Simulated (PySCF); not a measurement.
Run report: PH$_{3}$F (charge +1), saddle-point search (part 2 of 3)

The same run, continued: PH$_{3}$F, charge +1, SMILES F[PH3+]; OLYP/6-31++G**, RKS, dispersion D3(0) (PySCF 2.14.0). 

Geometry of the input (Å):
```
F  -1.3655  0.2504  0.3411
P  0.1226  -0.0224  -0.0307
H  -1.0298  -0.2692  -1.1982
H  0.4861  -1.0083  0.8681
H  0.7186  1.2089  0.1708
```

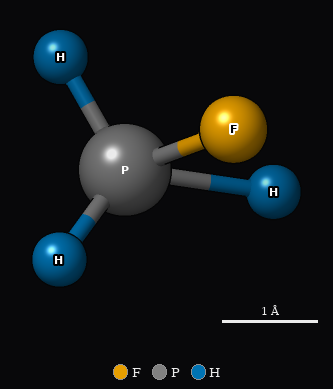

Fig. 1: The structure as given in the input (ball-and-stick view, seen at a tilt).

### Log, continued
```
----------------------------------------------
cycle 9: E = -442.568077818  dE = 0.0024243  norm(grad) = 0.0881988
Step    8 : Displace = 2.682e-02/3.101e-02 (rms/max) Trust = 2.828e-02 (+) Grad = 3.944e-02/6.867e-02 (rms/max) E (change) = -442.5680778181 (+2.424e-03) Quality = 0.986
Hessian Eigenvalues:  -9.156e-02 -6.941e-03 -4.893e-03 -3.568e-03 -1.706e-04 -6.359e-06  1.082e-04
 5.668e-02  6.865e-02  1.683e-01  1.987e-01  2.257e-01    .....    2.634e-01  2.679e-01  4.272e-01

Geometry optimization cycle 10
Cartesian coordinates (Angstrom)
 Atom        New coordinates             dX        dY        dZ
   F  -1.473701   0.208366   0.281807   -0.021373 -0.003780 -0.024659
   P   0.186756  -0.130459  -0.139963    0.015821 -0.021425 -0.023656
   H  -1.036497  -0.132174  -1.168325    0.005374  0.026313  0.027458
   H   0.573940  -0.916491   0.965418    0.015608  0.014810  0.011791
   H   0.732413   1.134347   0.175731   -0.001521 -0.013008  0.001809
converged SCF energy = -442.564604552675
--------------- RKS_Scanner gradients ---------------
         x                y                z
0 F    -0.0110134603    -0.0006896083    -0.0101676833
1 P     0.0579478256    -0.0225945390     0.0030844776
2 H    -0.0378208989     0.0113649707    -0.0048949506
3 H    -0.0033712960     0.0121978441     0.0050397103
4 H    -0.0057081391    -0.0003061033     0.0069831768
----------------------------------------------
cycle 10: E = -442.564604553  dE = 0.00347327  norm(grad) = 0.07716
Step    9 : Displace = 3.011e-02/3.931e-02 (rms/max) Trust = 3.000e-02 (+) Grad = 3.451e-02/6.227e-02 (rms/max) E (change) = -442.5646045527 (+3.473e-03) Quality = 0.998
Hessian Eigenvalues:  -1.082e-01 -6.925e-03 -4.893e-03 -3.567e-03 -1.697e-04 -6.358e-06  1.082e-04
 6.655e-02  6.979e-02  1.681e-01  1.987e-01  2.301e-01    .....    2.631e-01  2.679e-01  4.283e-01

Geometry optimization cycle 11
Cartesian coordinates (Angstrom)
 Atom        New coordinates             dX        dY        dZ
   F  -1.485889   0.212480   0.249737   -0.012187  0.004114 -0.032070
   P   0.204391  -0.141538  -0.159075    0.017635 -0.011078 -0.019112
   H  -1.031798  -0.120867  -1.129754    0.004700  0.011307  0.038571
   H   0.582387  -0.913079   0.965687    0.008447  0.003411  0.000270
   H   0.728488   1.130315   0.181916   -0.003924 -0.004033  0.006185
converged SCF energy = -442.561761684699
--------------- RKS_Scanner gradients ---------------
         x                y                z
0 F    -0.0129011302     0.0010878724    -0.0050750950
1 P     0.0467312506    -0.0232857258    -0.0053340669
2 H    -0.0272345852     0.0104194588    -0.0024711130
3 H    -0.0016309521     0.0109014519     0.0057152112
4 H    -0.0049422719     0.0008658442     0.0072044387
----------------------------------------------
cycle 11: E = -442.561761685  dE = 0.00284287  norm(grad) = 0.0635256
Step   10 : Displace = 2.721e-02/4.250e-02 (rms/max) Trust = 3.000e-02 (=) Grad = 2.841e-02/5.248e-02 (rms/max) E (change) = -442.5617616847 (+2.843e-03) Quality = 1.000
Hessian Eigenvalues:  -1.406e-01 -6.910e-03 -4.894e-03 -3.564e-03 -1.695e-04 -6.358e-06  1.083e-04
 6.807e-02  8.834e-02  1.686e-01  1.980e-01  2.381e-01    .....    2.631e-01  2.679e-01  4.340e-01

Geometry optimization cycle 12
Cartesian coordinates (Angstrom)
 Atom        New coordinates             dX        dY        dZ
   F  -1.489584   0.220587   0.210995   -0.003696  0.008107 -0.038742
   P   0.224697  -0.140336  -0.172950    0.020306  0.001202 -0.013875
   H  -1.030993  -0.124933  -1.084740    0.000804 -0.004066  0.045015
   H   0.583139  -0.919751   0.956097    0.000753 -0.006671 -0.009590
   H   0.726621   1.135804   0.192882   -0.001867  0.005489  0.010966
converged SCF energy = -442.559953652924
--------------- RKS_Scanner gradients ---------------
         x                y                z
0 F    -0.0113277994     0.0019777975    -0.0019614959
1 P     0.0328337816    -0.0202237260    -0.0103235580
2 H    -0.0162330475     0.0081935065     0.0004419871
3 H    -0.0005959160     0.0085178695     0.0053415513
4 H    -0.0046718243     0.0015437481     0.0065395765
----------------------------------------------
cycle 12: E = -442.559953653  dE = 0.00180803  norm(grad) = 0.0472119
Step   11 : Displace = 2.968e-02/4.928e-02 (rms/max) Trust = 3.000e-02 (=) Grad = 2.111e-02/3.992e-02 (rms/max) E (change) = -442.5599536529 (+1.808e-03) Quality = 0.973
Hessian Eigenvalues:  -2.041e-01 -6.867e-03 -4.887e-03 -3.532e-03 -1.692e-04 -6.359e-06  1.081e-04
 6.740e-02  1.184e-01  1.712e-01  1.963e-01  2.421e-01    .....    2.645e-01  2.679e-01  4.369e-01

Geometry optimization cycle 13
Cartesian coordinates (Angstrom)
 Atom        New coordinates             dX        dY        dZ
   F  -1.489069   0.225070   0.170564    0.000516  0.004483 -0.040431
   P   0.244682  -0.129062  -0.179452    0.019985  0.011274 -0.006502
   H  -1.036001  -0.137599  -1.042809   -0.005008 -0.012667  0.041931
   H   0.578793  -0.930689   0.942388   -0.004346 -0.010939 -0.013709
   H   0.732268   1.147469   0.205337    0.005647  0.011665  0.012455
converged SCF energy = -442.559207341929
--------------- RKS_Scanner gradients ---------------
         x                y                z
0 F    -0.0081613948     0.0021878128    -0.0001884052
1 P     0.0188613279    -0.0149309049    -0.0111420625
2 H    -0.0064408029     0.0054551074     0.0024572256
3 H    -0.0001213352     0.0055722749     0.0039967843
4 H    -0.0041602407     0.0017351071     0.0049146186
----------------------------------------------
cycle 13: E = -442.559207342  dE = 0.000746311  norm(grad) = 0.0307091
Step   12 : Displace = 3.058e-02/4.969e-02 (rms/max) Trust = 3.000e-02 (=) Grad = 1.373e-02/2.651e-02 (rms/max) E (change) = -442.5592073419 (+7.463e-04) Quality = 0.886
Hessian Eigenvalues:  -2.825e-01 -6.678e-03 -4.831e-03 -3.263e-03 -1.653e-04 -6.330e-06  1.107e-04
 6.492e-02  1.414e-01  1.800e-01  1.870e-01  2.184e-01    .....    2.649e-01  2.679e-01  4.250e-01

Geometry optimization cycle 14
Cartesian coordinates (Angstrom)
 Atom        New coordinates             dX        dY        dZ
   F  -1.486879   0.222621   0.130745    0.002190 -0.002449 -0.039819
   P   0.262595  -0.110609  -0.178818    0.017913  0.018453  0.000634
   H  -1.046781  -0.153717  -1.009196   -0.010780 -0.016118  0.033613
   H   0.572434  -0.941276   0.928403   -0.006359 -0.010587 -0.013985
   H   0.747982   1.162247   0.217779    0.015714  0.014778  0.012442
converged SCF energy = -442.559291408579
--------------- RKS_Scanner gradients ---------------
         x                y                z
0 F    -0.0043042882     0.0018569983     0.0006932265
1 P     0.0058783886    -0.0085871700    -0.0082306545
2 H     0.0012704881     0.0027833123     0.0031086918
3 H     0.0001066050     0.0024989570     0.0019697060
4 H    -0.0030036778     0.0014633204     0.0024754752
----------------------------------------------
cycle 14: E = -442.559291409  dE = -8.40666e-05  norm(grad) = 0.0156508
Step   13 : Displace = 3.018e-02/4.590e-02 (rms/max) Trust = 3.000e-02 (=) Grad = 6.999e-03/1.327e-02 (rms/max) E (change) = -442.5592914086 (-8.407e-05) Quality = -6.135
Rejecting step - quality is lower than 0.0
Hessian Eigenvalues:  -2.825e-01 -6.678e-03 -4.831e-03 -3.263e-03 -1.653e-04 -6.330e-06  1.107e-04
 6.492e-02  1.414e-01  1.800e-01  1.870e-01  2.184e-01    .....    2.649e-01  2.679e-01  4.250e-01

Geometry optimization cycle 15
Cartesian coordinates (Angstrom)
 Atom        New coordinates             dX        dY        dZ
   F  -1.488338   0.223154   0.151103   -0.001458  0.000533  0.020359
   P   0.253025  -0.120667  -0.178685   -0.009570 -0.010058  0.000133
   H  -1.043282  -0.144633  -1.025361    0.003499  0.009085 -0.016166
   H   0.575261  -0.936511   0.936198    0.002827  0.004766  0.007795
   H   0.738764   1.154628   0.210977   -0.009218 -0.007619 -0.006802
converged SCF energy = -442.559198663391
--------------- RKS_Scanner gradients ---------------
         x                y                z
0 F    -0.0060184540     0.0019628891     0.0003821875
1 P     0.0122245902    -0.0116221185    -0.0094919343
2 H    -0.0026190855     0.0040772408     0.0025305670
3 H    -0.0000076524     0.0039693940     0.0029834505
4 H    -0.0036190736     0.0016311675     0.0036259171
----------------------------------------------
cycle 15: E = -442.559198663  dE = 9.27452e-05  norm(grad) = 0.0223222
Step   14 : Displace = 1.496e-02/2.270e-02 (rms/max) Trust = 1.500e-02 (x) Grad = 9.983e-03/1.935e-02 (rms/max) E (change) = -442.5591986634 (+8.679e-06) Quality = 0.268
Hessian Eigenvalues:  -2.930e-01 -6.393e-03 -4.745e-03 -2.488e-03 -1.476e-04 -6.232e-06  1.164e-04
 5.704e-02  1.249e-01  1.598e-01  1.864e-01  2.036e-01    .....    2.639e-01  2.679e-01  4.039e-01

Geometry optimization cycle 16
Cartesian coordinates (Angstrom)
 Atom        New coordinates             dX        dY        dZ
   F  -1.487501   0.221149   0.141250    0.000836 -0.002005 -0.009854
   P   0.256693  -0.115717  -0.177400    0.003668  0.004950  0.001285
   H  -1.049093  -0.148629  -1.017004   -0.005812 -0.003997  0.008357
   H   0.572947  -0.939488   0.933165   -0.002315 -0.002978 -0.003033
   H   0.742662   1.158487   0.214139    0.003898  0.003858  0.003162
converged SCF energy = -442.559272413814
--------------- RKS_Scanner gradients ---------------
         x                y                z
0 F    -0.0045588293     0.0017679511     0.0006272650
1 P     0.0086395495    -0.0097129775    -0.0081413543
2 H    -0.0008861601     0.0033389753     0.0023102953
3 H     0.0000368474     0.0031138339     0.0023754170
4 H    -0.0032787777     0.0015087781     0.0028511549
----------------------------------------------
cycle 16: E = -442.559272414  dE = -7.37504e-05  norm(grad) = 0.0177013
Step   15 : Displace = 8.008e-03/1.176e-02 (rms/max) Trust = 7.478e-03 (-) Grad = 7.916e-03/1.534e-02 (rms/max) E (change) = -442.5592724138 (-7.375e-05) Quality = 1.000
Hessian Eigenvalues:  -2.910e-01 -6.332e-03 -4.722e-03 -2.249e-03 -1.438e-04 -6.202e-06  1.172e-04
 5.726e-02  1.191e-01  1.606e-01  1.910e-01  2.034e-01    .....    2.639e-01  2.679e-01  3.987e-01

Geometry optimization cycle 17
Cartesian coordinates (Angstrom)
 Atom        New coordinates             dX        dY        dZ
   F  -1.485948   0.217928   0.128284    0.001553 -0.003222 -0.012966
   P   0.261105  -0.107410  -0.174939    0.004411  0.008307  0.002461
   H  -1.057714  -0.155662  -1.006440   -0.008620 -0.007033  0.010564
   H   0.569056  -0.943662   0.928269   -0.003891 -0.004174 -0.004896
   H   0.749484   1.164389   0.218997    0.006822  0.005902  0.004857
converged SCF energy = -442.559457191642
--------------- RKS_Scanner gradients ---------------
         x                y                z
0 F    -0.0023518894     0.0014126678     0.0007657353
1 P     0.0038355562    -0.0069253395    -0.0059665354
2 H     0.0011246696     0.0023379996     0.0019904844
3 H     0.0000641268     0.0019246136     0.0014932884
4 H    -0.0027280079     0.0012613643     0.0017308337
----------------------------------------------
cycle 17: E = -442.559457192  dE = -0.000184778  norm(grad) = 0.0116209
Step   16 : Displace = 1.153e-02/1.642e-02 (rms/max) Trust = 1.058e-02 (+) Grad = 5.197e-03/9.913e-03 (rms/max) E (change) = -442.5594571916 (-1.848e-04) Quality = 0.996
Hessian Eigenvalues:  -2.893e-01 -6.314e-03 -4.705e-03 -2.181e-03 -1.439e-04 -6.202e-06  1.171e-04
 5.790e-02  1.138e-01  1.612e-01  1.948e-01  2.052e-01    .....    2.639e-01  2.679e-01  3.996e-01

Geometry optimization cycle 18
Cartesian coordinates (Angstrom)
 Atom        New coordinates             dX        dY        dZ
   F  -1.483878   0.213651   0.118109    0.002070 -0.004277 -0.010175
   P   0.263495  -0.092130  -0.170014    0.002391  0.015280  0.004924
   H  -1.066436  -0.169508  -1.001950   -0.008723 -0.013846  0.004490
   H   0.563763  -0.947361   0.920143   -0.005293 -0.003699 -0.008126
   H   0.764775   1.172875   0.226106    0.015291  0.008486  0.007110
converged SCF energy = -442.559766290733
--------------- RKS_Scanner gradients ---------------
         x                y                z
0 F    -0.0000553195     0.0006588326     0.0002150531
1 P     0.0009771692    -0.0033934943    -0.0026148432
2 H     0.0008183189     0.0012828055     0.0011624129
3 H    -0.0000276621     0.0007383010     0.0006314059
4 H    -0.0017729487     0.0007127046     0.0006139022
----------------------------------------------
cycle 18: E = -442.559766291  dE = -0.000309099  norm(grad) = 0.00533203
Step   17 : Displace = 1.496e-02/1.905e-02 (rms/max) Trust = 1.496e-02 (+) Grad = 2.385e-03/4.394e-03 (rms/max) E (change) = -442.5597662907 (-3.091e-04) Quality = 0.996
Hessian Eigenvalues:  -2.879e-01 -6.244e-03 -4.632e-03 -1.837e-03 -1.439e-04 -6.171e-06  1.149e-04
 5.761e-02  1.101e-01  1.609e-01  1.937e-01  2.059e-01    .....    2.639e-01  2.680e-01  4.015e-01

Geometry optimization cycle 19
Cartesian coordinates (Angstrom)
 Atom        New coordinates             dX        dY        dZ
   F  -1.484602   0.214790   0.113590   -0.000724  0.001139 -0.004520
   P   0.263671  -0.069150  -0.168163    0.000175  0.022979  0.001851
   H  -1.076529  -0.178211  -1.000108   -0.010092 -0.008703  0.001843
   H   0.564380  -0.940651   0.908300    0.000617  0.006711 -0.011843
   H   0.788483   1.184127   0.233405    0.023708  0.011252  0.007299
converged SCF energy = -442.559902567503
--------------- RKS_Scanner gradients ---------------
         x                y                z
0 F     0.0009568796    -0.0000674080    -0.0002582158
1 P    -0.0005043357    -0.0002794020     0.0001379202
2 H    -0.0002737434     0.0002226825     0.0000187525
3 H     0.0000975163     0.0001370774     0.0000583153
4 H    -0.0003327360    -0.0000293793     0.0000515087
----------------------------------------------
cycle 19: E = -442.559902568  dE = -0.000136277  norm(grad) = 0.0012685
Step   18 : Displace = 1.647e-02/2.352e-02 (rms/max) Trust = 2.115e-02 (+) Grad = 5.673e-04/9.934e-04 (rms/max) E (change) = -442.5599025675 (-1.363e-04) Quality = 0.997
Hessian Eigenvalues:  -2.877e-01 -6.244e-03 -4.210e-03 -1.820e-03 -1.289e-04 -6.178e-06  1.054e-04
 5.644e-02  1.101e-01  1.611e-01  1.938e-01  2.060e-01    .....    2.639e-01  2.680e-01  4.015e-01

Geometry optimization cycle 20
Cartesian coordinates (Angstrom)
 Atom        New coordinates             dX        dY        dZ
   F  -1.483834   0.220878   0.115657    0.000768  0.006088  0.002067
   P   0.265375  -0.061722  -0.170539    0.001704  0.007428 -0.002376
   H  -1.078165  -0.174732  -0.996802   -0.001636  0.003479  0.003306
   H   0.565689  -0.937044   0.902935    0.001309  0.003606 -0.005366
   H   0.795060   1.189419   0.232362    0.006577  0.005292 -0.001043
converged SCF energy = -442.559907872905
--------------- RKS_Scanner gradients ---------------
         x                y                z
0 F     0.0005976000    -0.0000407539    -0.0001380605
1 P    -0.0004991202    -0.0000034269     0.0000881225
2 H    -0.0000698748     0.0000210393     0.0000325555
3 H     0.0000349312     0.0000079963     0.0000035750
4 H    -0.0001187739    -0.0000021381     0.0000263712
----------------------------------------------
cycle 20: E = -442.559907873  dE = -5.3054e-06  norm(grad) = 0.0008107
Step   19 : Displace = 2.991e-03/3.782e-03 (rms/max) Trust = 2.991e-02 (+) Grad = 3.626e-04/6.147e-04 (rms/max) E (change) = -442.5599078729 (-5.305e-06) Quality = 0.881
Hessian Eigenvalues:  -2.877e-01 -6.401e-03 -2.673e-03 -2.131e-03 -9.587e-05 -6.384e-06  4.766e-03
 5.534e-02  1.095e-01  1.575e-01  1.938e-01  2.070e-01    .....    2.637e-01  2.678e-01  3.857e-01

Geometry optimization cycle 21
Cartesian coordinates (Angstrom)
 Atom        New coordinates             dX        dY        dZ
   F  -1.476643   0.228220   0.117837    0.007191  0.007342  0.002180
   P   0.273916  -0.055918  -0.168168    0.008540  0.005804  0.002371
   H  -1.069160  -0.165692  -0.996319    0.009005  0.009040  0.000483
   H   0.571247  -0.931558   0.905859    0.005558  0.005486  0.002924
   H   0.807394   1.194100   0.233641    0.012334  0.004681  0.001279
converged SCF energy = -442.559908965895
```
